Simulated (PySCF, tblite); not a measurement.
# C4H11BO2Si3: geometry, infrared bands and NMR shifts

Wanted: the infrared bands and NMR shifts of C4H11BO2Si3 (`[SiH3][SiH2]O[SiH2]Bc1ccco1`), by calculation.

Programs: tblite 0.8.0 and PySCF 2.14.0, with density-fitted response routines of our own. Each step states its level of theory. These are calculated values for one molecule in the gas phase, unless marked as measured. Atoms are numbered from 0 throughout.

**1. The starting structure**

21 atoms, charge 0, multiplicity 1; geometry from: force field or distance geometry start.

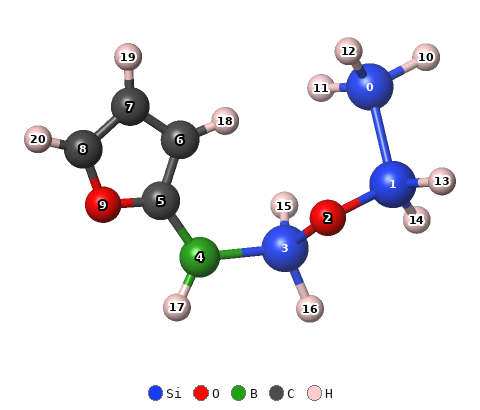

The starting geometry (silicon blue, oxygen red, boron green, carbon dark grey, hydrogen pink), atoms numbered.

**2. Optimising the geometry with GFN2-xTB**

Job settings and geometry (Å):

```
{"job": {"kind": "relax", "xc": "GFN2-xTB", "basis": "xTB"}, "charge": 0, "multiplicity": 1}
Si    -2.199400     0.716700     2.094600
Si    -1.975100     2.213600     0.434600
O     -0.502200     1.893900    -0.412300
Si    -0.877900     0.710000    -1.609200
B      0.771300    -0.186700    -2.107900
C      1.641200    -0.955000    -1.071900
C      1.380000    -1.098900     0.274800
C      2.426600    -1.843700     0.790400
C      3.262200    -2.113800    -0.277800
O      2.764800    -1.566100    -1.364900
H     -3.429600     1.022700     2.857800
H     -2.311300    -0.635100     1.526600
H     -1.041900     0.788500     2.991900
H     -1.882800     3.548100     1.040900
H     -3.152200     2.192600    -0.437500
H     -1.789500    -0.327200    -1.059800
H     -1.480100     1.345400    -2.775700
H      1.121200    -0.141900    -3.242200
H      0.531700    -0.712800     0.835900
H      2.559400    -2.163000     1.818000
H      4.174600    -2.670500    -0.234100
```

Launch:

```sh
$ OMP_NUM_THREADS=1 python probes_run.py task.json out
```

The driver reads the jobs from task.json and runs them one after another.

Output:

```text
step      E/eV     max force
  0    -782.68473    3.044
  1    -782.97814    2.082
  2    -783.09596    0.978
  3    -783.17724    1.138
  4    -783.25992    0.799
  5    -783.30818    0.486
  6    -783.33570    0.501
  7    -783.36593    0.422
  8    -783.39560    0.472
  9    -783.42131    0.351
 10    -783.43915    0.346
 11    -783.45251    0.322
 12    -783.46549    0.382
 13    -783.48041    0.357
 14    -783.49381    0.213
 15    -783.50291    0.190
 16    -783.50963    0.234
 17    -783.51733    0.227
 18    -783.52732    0.219
 19    -783.53973    0.239
 20    -783.55240    0.231
 21    -783.56321    0.258
 22    -783.57138    0.199
 23    -783.57792    0.194
 24    -783.58407    0.159
 25    -783.58980    0.169
 26    -783.59456    0.136
 27    -783.59819    0.122
 28    -783.60101    0.105
 29    -783.60336    0.124
 30    -783.60544    0.113
 31    -783.60714    0.092
 32    -783.60856    0.079
 33    -783.61013    0.088
 34    -783.61220    0.132
 35    -783.61452    0.127
 36    -783.61644    0.091
 37    -783.61771    0.077
 38    -783.61867    0.087
 39    -783.61961    0.083
 40    -783.62066    0.079
 41    -783.62146    0.069
 42    -783.62222    0.060
 43    -783.62313    0.067
 44    -783.62409    0.076
 45    -783.62496    0.070
 46    -783.62576    0.063
 47    -783.62653    0.066
 48    -783.62723    0.068
 49    -783.62789    0.067
 50    -783.62865    0.081
 51    -783.62960    0.090
 52    -783.63064    0.078
 53    -783.63148    0.055
 54    -783.63201    0.058
 55    -783.63242    0.054
 56    -783.63291    0.054
 57    -783.63365    0.062
 58    -783.63471    0.076
 59    -783.63607    0.106
 60    -783.63763    0.115
 61    -783.63932    0.098
 62    -783.64120    0.095
 63    -783.64325    0.100
 64    -783.64545    0.107
 65    -783.64769    0.132
 66    -783.64984    0.097
 67    -783.65172    0.079
 68    -783.65318    0.069
 69    -783.65402    0.067
 70    -783.65481    0.062
 71    -783.65549    0.065
 72    -783.65622    0.053
 73    -783.65685    0.054
 74    -783.65726    0.046
 75    -783.65764    0.040
 76    -783.65802    0.049
 77    -783.65849    0.063
 78    -783.65911    0.062
 79    -783.65983    0.056
 80    -783.66052    0.051
 81    -783.66099    0.056
 82    -783.66129    0.044
 83    -783.66150    0.041
 84    -783.66175    0.035
 85    -783.66205    0.041
 86    -783.66233    0.037
 87    -783.66260    0.034
 88    -783.66281    0.031
 89    -783.66303    0.034
 90    -783.66328    0.044
 91    -783.66354    0.050
 92    -783.66374    0.041
 93    -783.66394    0.026
 94    -783.66407    0.017
 95    -783.66415    0.015
 96    -783.66426    0.022
 97    -783.66436    0.024
 98    -783.66446    0.020
 99    -783.66456    0.020
100    -783.66469    0.024
101    -783.66490    0.031
102    -783.66524    0.041
103    -783.66562    0.040
104    -783.66572    0.061
105    -783.66603    0.055
106    -783.66620    0.028
107    -783.66641    0.029
108    -783.66664    0.051
109    -783.66687    0.055
110    -783.66709    0.041
111    -783.66726    0.028
112    -783.66736    0.013
113    -783.66741    0.012
114    -783.66744    0.012
115    -783.66747    0.013
116    -783.66752    0.013
117    -783.66757    0.017
118    -783.66763    0.015
119    -783.66766    0.009
```

Wall time 1.6 s (1 thread of Arm Neoverse V1, shared host); peak memory 0.18 GiB.

The steps of the relaxation: (not every step is listed)

```csv
step,energy from step 0 (eV),largest force (eV/Å)
0,0.0000,3.0440
1,-0.2934,2.0817
2,-0.4112,0.9783
3,-0.4925,1.1379
4,-0.5752,0.7990
5,-0.6235,0.4860
6,-0.6510,0.5008
7,-0.6812,0.4222
8,-0.7109,0.4720
18,-0.8426,0.2188
28,-0.9163,0.1054
38,-0.9339,0.0870
48,-0.9425,0.0676
58,-0.9500,0.0757
68,-0.9685,0.0693
78,-0.9744,0.0621
88,-0.9781,0.0312
98,-0.9797,0.0204
108,-0.9819,0.0509
114,-0.9827,0.0119
115,-0.9827,0.0132
116,-0.9828,0.0130
117,-0.9828,0.0171
118,-0.9829,0.0151
119,-0.9829,0.0091
```

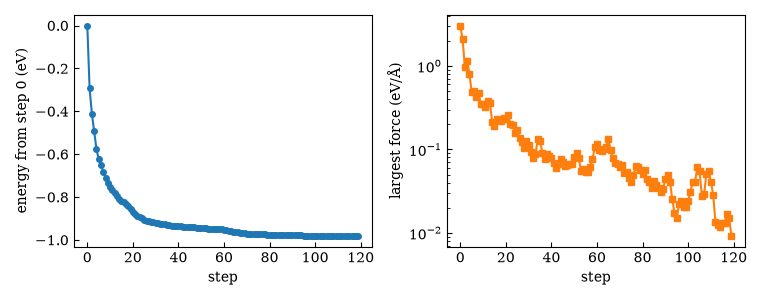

Energy and force, step by step.

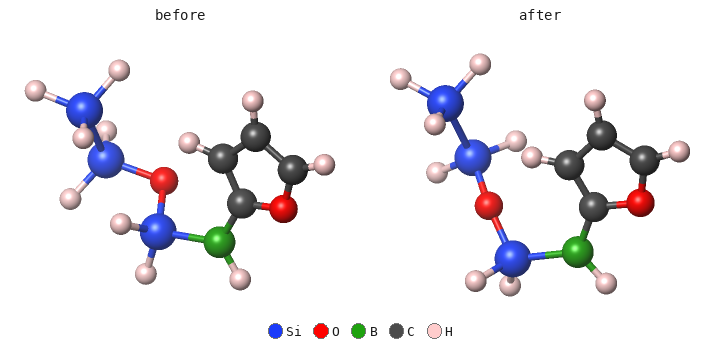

Before and after, at one scale.

Close pairs (by a distance rule), those that changed most:

```csv
bond,before (Å),after (Å),change (Å)
Si1–O2,1.729,1.617,-0.112
O2–Si3,1.725,1.640,-0.085
C5–O9,1.312,1.371,+0.059
Si0–Si1,2.246,2.302,+0.055
B4–C5,1.556,1.520,-0.036
C6–C7,1.384,1.402,+0.018
Si3–H16,1.458,1.476,+0.018
C6–H18,1.088,1.071,-0.017
```

The final coordinates are the input of the step that follows.

**3. Vibrational analysis with GFN2-xTB**

Job settings and geometry (Å):

```
{"job": {"kind": "ir", "xc": "GFN2-xTB", "basis": "xTB"}, "charge": 0, "multiplicity": 1}
Si    -2.029650     0.566307     2.376419
Si    -1.661018     1.943048     0.569162
O     -1.442627     0.965195    -0.700050
Si    -1.056323     0.462745    -2.212296
B      0.771735    -0.230911    -2.285100
C      1.489722    -0.792535    -1.069155
C      1.065888    -1.007404     0.235681
C      2.142399    -1.560308     0.943996
C      3.166608    -1.651759     0.038694
O      2.794281    -1.206546    -1.152679
H     -3.130333     1.040304     3.223293
H     -2.354138    -0.829679     2.047205
H     -0.864643     0.477056     3.270396
H     -0.447873     2.770241     0.678868
H     -2.765076     2.852147     0.235303
H     -2.137301    -0.504264    -2.489603
H     -1.347902     1.622112    -3.078458
H      1.367805    -0.244720    -3.296301
H      0.089078    -0.791506     0.618376
H      2.166803    -1.852722     1.974123
H      4.173645    -2.009858     0.144210
```

Output:

```text
mode    cm-1     km/mol
  1     -14.2      0.44
  2      11.6      0.06
  3      40.7      0.19
  4      51.9      0.39
  5      66.3      0.08
  6      76.6      1.15
  7      96.5      0.40
  8     148.2      4.93
  9     175.5      4.56
 10     196.4      1.27
 11     313.5      7.88
 12     378.7     62.03
 13     394.2     38.74
 14     432.8     53.82
 15     476.6      1.59
 16     488.9      0.20
 17     546.1     45.56
 18     584.0      3.31
 19     603.7     10.78
 20     612.0     14.69
 21     624.5     10.61
 22     638.9     12.50
 23     700.6    162.66
 24     714.0    741.68
 25     740.0     98.12
 26     785.9    425.52
 27     793.3     29.63
 28     796.1    124.04
 29     812.9     41.21
 30     817.1    300.29
 31     830.6    191.40
 32     835.3     41.24
 33     841.6     54.76
 34     859.3      1.83
 35     865.7      1.26
 36     933.9      7.11
 37    1005.8     88.85
 38    1054.3     96.81
 39    1067.6    494.49
 40    1110.6     16.60
 41    1138.9      0.31
 42    1210.8     17.26
 43    1252.0     60.21
 44    1382.4     28.92
 45    1407.6    113.87
 46    1529.5     40.06
 47    2121.6    392.58
 48    2143.5    226.21
 49    2156.1    240.21
 50    2186.6     50.43
 51    2189.8    518.48
 52    2203.1    463.33
 53    2222.3    385.09
 54    2625.0    139.05
 55    3149.7      7.07
 56    3178.5     14.14
 57    3189.4     10.07
```

Wall time 1.4 s (1 thread of Arm Neoverse V1, shared host); peak memory 0.18 GiB.

Which atoms move in the most intense modes:

```csv
cm⁻¹,km/mol,atoms
714,741.7,"H13 25 %, H14 18 %"
786,425.5,"H13 20 %, H14 18 %, H11 11 %"
817,300.3,"H16 42 %, H15 41 %"
1068,494.5,"O2 62 %, H19 10 %"
2122,392.6,"H15 53 %, H16 42 %"
2190,518.5,"H12 44 %, H11 41 %, H14 11 %"
2203,463.3,"H11 46 %, H14 29 %, H12 17 %"
2222,385.1,H10 95 %
```

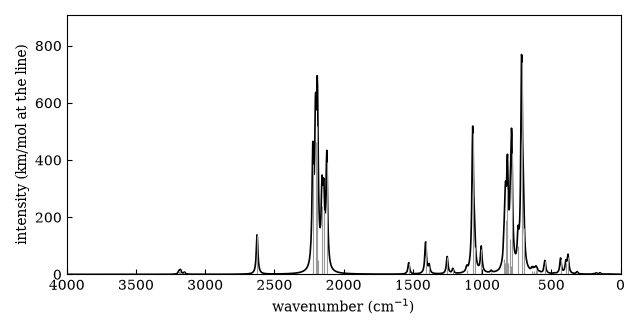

The infrared spectrum from these modes, unscaled. Lines are broadened to a width of 14 cm⁻¹ (Lorentzian).

**4. NMR shieldings: PBE0/pcSseg-1**

Same as in step 3 but for these lines:

```diff
@@ -1,2 +1,2 @@
-{"job": {"kind": "ir", "xc": "GFN2-xTB", "basis": "xTB"}, "charge": 0, "multiplicity": 1}
+{"job": {"kind": "nmr", "xc": "PBE0", "basis": "pcSseg-1"}, "charge": 0, "multiplicity": 1}
 Si    -2.029650     0.566307     2.376419
```

With the program's defaults for keys left out, this is: GIAO PBE0/pcSseg-1 NMR shielding, non-relativistic, gas phase.

Output:

```text
coarse grid: 19296 points
cycle   1  E = -1201.8034374891  dE =  1.417e+00  |g| = 8.615e-01  |ddm| = 4.276e+00
cycle   2  E = -1201.5446966903  dE =  2.587e-01  |g| = 1.441e+00  |ddm| = 2.185e+00
cycle   3  E = -1201.9403679692  dE = -3.957e-01  |g| = 1.248e-01  |ddm| = 1.645e+00
cycle   4  E = -1201.9432503031  dE = -2.882e-03  |g| = 5.406e-02  |ddm| = 1.609e-01
cycle   5  E = -1201.9438574254  dE = -6.071e-04  |g| = 2.008e-02  |ddm| = 5.822e-02
cycle   6  E = -1201.9439591763  dE = -1.018e-04  |g| = 7.145e-03  |ddm| = 2.568e-02
cycle   7  E = -1201.9439700413  dE = -1.087e-05  |g| = 2.030e-03  |ddm| = 6.494e-03
cycle   8  E = -1201.9439708233  dE = -7.820e-07  |g| = 2.918e-04  |ddm| = 1.610e-03
final grid: 173328 points
cycle   9  E = -1202.0199047664  dE = -2.780e-05  |g| = 1.303e-02  |ddm| = 3.836e-02
cycle  10  E = -1202.0198475796  dE =  5.719e-05  |g| = 2.196e-02  |ddm| = 2.215e-02
cycle  11  E = -1202.0199354333  dE = -8.785e-05  |g| = 2.182e-03  |ddm| = 1.463e-02
cycle  12  E = -1202.0199366173  dE = -1.184e-06  |g| = 4.868e-04  |ddm| = 2.413e-03
cycle  13  E = -1202.0199366645  dE = -4.718e-08  |g| = 1.556e-04  |ddm| = 5.238e-04
cycle  14  E = -1202.0199366693  dE = -4.836e-09  |g| = 4.429e-05  |ddm| = 1.484e-04
cycle  15  E = -1202.0199366697  dE = -4.120e-10  |g| = 1.395e-05  |ddm| = 5.028e-05
converged SCF energy = -1202.0199366697

GIAO shielding tensors (ppm)
atom      isotropic    diamagn.    paramagn.     s11        s22        s33       span
  0 Si     470.203     881.524    -411.321    445.529    476.249    488.829     43.300
  1 Si     383.328     880.979    -497.651    318.903    361.159    469.921    151.018
  2 O      347.101     403.055     -55.954    246.341    388.427    406.536    160.195
  3 Si     378.045     881.016    -502.971    299.014    367.963    467.158    168.145
  4 B       31.374     198.596    -167.221    -46.081      5.627    134.577    180.657
  5 C        9.838     260.058    -250.219    -83.999     12.483    101.031    185.031
  6 C       39.960     253.981    -214.021    -52.790     16.877    155.793    208.584
  7 C       66.188     255.833    -189.645    -20.974     59.672    159.865    180.840
  8 C       27.438     254.446    -227.008    -63.819     37.267    108.865    172.685
  9 O        0.525     400.359    -399.834   -176.123    -65.107    242.805    418.928
 10 H       28.290      28.923      -0.634     24.805     25.681     34.383      9.578
 11 H       27.937      30.999      -3.062     25.238     26.687     31.885      6.647
 12 H       28.076      31.048      -2.972     24.570     26.616     33.043      8.473
 13 H       26.192      30.641      -4.449     23.216     24.918     30.443      7.227
 14 H       26.073      28.309      -2.236     22.090     24.937     31.191      9.101
 15 H       26.008      29.082      -3.074     22.424     24.996     30.604      8.180
 16 H       26.059      28.464      -2.405     21.965     24.737     31.473      9.508
 17 H       24.020      29.847      -5.827     18.402     25.871     27.786      9.384
 18 H       23.434      37.484     -14.050     19.626     23.886     26.790      7.164
 19 H       24.666      32.672      -8.007     22.434     24.722     26.842      4.408
 20 H       23.577      28.847      -5.270     20.732     24.250     25.750      5.018
```

Wall time 2.3 min (1 thread of Arm Neoverse V1, shared host); peak memory 1.1 GiB.

Shifts follow as δ = σ(reference) − σ, with reference shieldings (ppm) from runs at the same level and on the same kind of geometry: ¹H TMS 31.72, ¹³C TMS 186.9, ²⁹Si TMS 349.2, ¹⁷O H2O 336.1, ¹¹B BF3·OEt2 100.1. The references are single molecules in the gas phase, so shifts against H2O, NH3, PH3, H3PO4 or CFCl3 are not on the usual liquid scales and can be off by tens of ppm. Atoms listed in one row are averaged.

```csv
atoms,environment,σ (ppm),δ (ppm),δ scaled to CDCl3
C5,substituted aromatic carbon next to the ring oxygen,9.8,177.1,170.9
C8,aromatic CH next to the ring oxygen,27.4,159.5,153.7
C6,aromatic CH,40.0,147.0,141.5
C7,aromatic CH,66.2,120.7,115.9
H18,hydrogen on an aromatic CH,23.43,8.28,7.91
H20,hydrogen on an aromatic CH next to the ring oxygen,23.58,8.14,7.78
H17,"hydrogen on a boron bonded to C, Si",24.02,7.70,–
H19,hydrogen on an aromatic CH,24.67,7.05,6.75
"H15, H16","hydrogen on a silicon bonded to B, O",26.03,5.68,–
"H13, H14","hydrogen on a silicon bonded to O, Si",26.13,5.58,–
"H10, H11, H12",hydrogen on a silicon bonded to Si,28.10,3.62,–
Si3,"silicon bonded to B, O, 2 H",378.0,-28.9,–
Si1,"silicon bonded to O, Si, 2 H",383.3,-34.2,–
Si0,"silicon bonded to Si, 3 H",470.2,-121.0,–
O9,aromatic ring oxygen,0.5,335.6,–
O2,oxygen bonded to 2 Si,347.1,-11.0,–
B4,"boron bonded to C, Si, H",31.4,68.7,–
```

The scaled column applies a straight-line fit of computed shieldings to shifts measured in CDCl3 (root-mean-square error 0.16 ppm for H, 1.9 ppm for C).

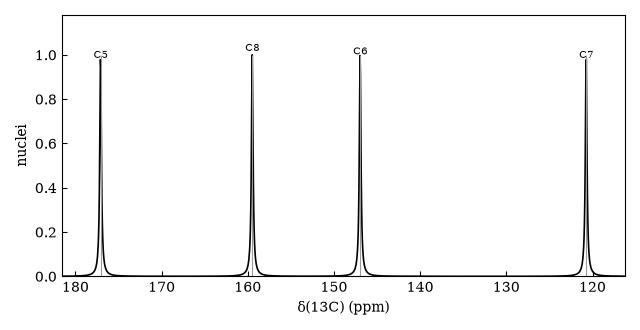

¹³C lines at the computed shifts, without couplings. Lines are broadened to a width of 0.23 ppm (Lorentzian).

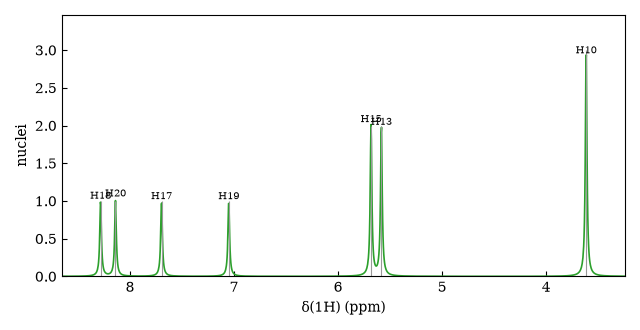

¹H lines at the computed shifts, without couplings. Lines are broadened to a width of 0.02 ppm (Lorentzian).

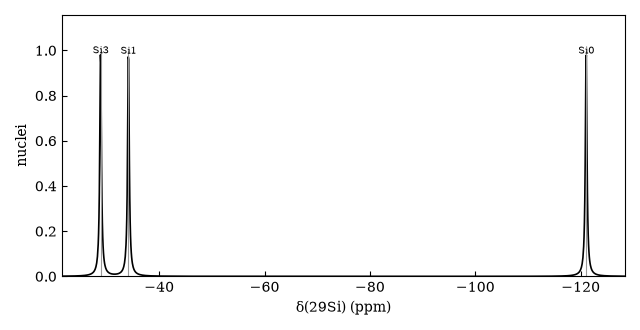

²⁹Si lines at the computed shifts, without couplings. Lines are broadened to a width of 0.37 ppm (Lorentzian).

The run also stored atomic charges by several schemes (e):

```csv
atoms,Mulliken,IAO,Hirshfeld,ESP fit
Si0,0.04,0.23,0.20,0.11
Si1,0.63,0.75,0.32,0.48
O2,-0.75,-0.90,-0.31,-0.39
Si3,0.74,0.87,0.33,0.43
B4,-0.04,-0.22,0.03,0.02
C5,0.00,0.04,-0.03,0.14
C6,-0.11,-0.14,-0.04,-0.08
C7,-0.17,-0.23,-0.08,-0.37
C8,0.20,0.06,0.05,0.12
O9,-0.36,-0.21,-0.05,-0.22
```

IAO charges:

Si0 0.23; Si1 0.75; O2 -0.90; Si3 0.87; B4 -0.22; C5 0.04; C6 -0.14; C7 -0.23; C8 0.06; O9 -0.21; H10 -0.09; H11 -0.09; H12 -0.10; H13 -0.14; H14 -0.14; H15 -0.13; H16 -0.14; H17 0.04; H18 0.17; H19 0.17; H20 0.18

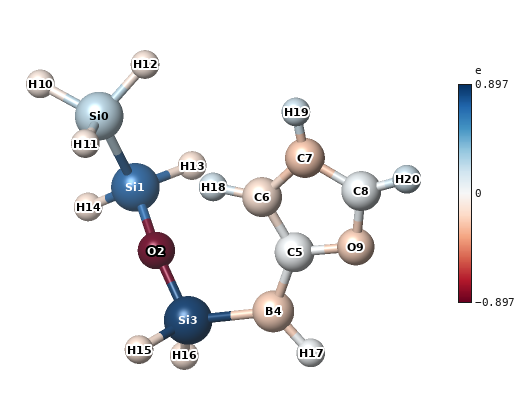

IAO charges, as colours on the atoms.

Mayer bond orders: Si0–Si1 0.89, Si1–O2 0.93, O2–Si3 0.86, Si3–B4 0.95, B4–C5 1.14, C5–C6 1.45, C6–C7 1.34, C7–C8 1.50, C8–O9 1.17, O9–C5 0.94.

Ring of atoms C5, C6, C7, C8, O9: NICS(0) -10.2, NICS(1) -10.3, NICS(1)zz -26.4 ppm (means of both faces).

**5. Outcome**

| quantity | value |
| --- | --- |
| strongest single infrared mode (GFN2-xTB) | 714 cm⁻¹, 742 km/mol |
| zero-point energy (GFN2-xTB) | 82.6 kcal/mol |
| ¹³C shifts against TMS (PBE0/pcSseg-1) | 177.1, 159.5, 147.0, 120.7 ppm |
| ¹H shifts against TMS (PBE0/pcSseg-1, means over atoms taken as alike) | 8.28, 8.14, 7.70, 7.05, 5.68, 5.58, 3.62 ppm |
| ²⁹Si shifts against TMS (PBE0/pcSseg-1) | -28.9, -34.2, -121.0 ppm |
| ¹⁷O shifts against H2O (PBE0/pcSseg-1) | 335.6, -11.0 ppm |
| ¹¹B shifts against BF3·OEt2 (PBE0/pcSseg-1) | 68.7 ppm |

Relaxing lowered the energy by 0.983 eV in 119 steps; the close pair that moved most is Si1–O2, from 1.729 to 1.617 Å. The lowest mode is slightly imaginary (14i cm⁻¹), a soft motion within the noise of the Hessian, so the minimum is not strictly shown. The strongest single mode, at 714 cm⁻¹, is spread over many atoms; the largest shares are those of H13, H14. GFN2-xTB is a fitted tight-binding method: band positions and strengths are rough. Its intensities can rank the bands wrongly. At PBE0/pcSseg-1: Shielding is most anisotropic at O9 (span 419 ppm, paramagnetic term -400 ppm). NICS(1)zz of -26 ppm above the planar ring from C5 marks a diatropic (aromatic) ring current.
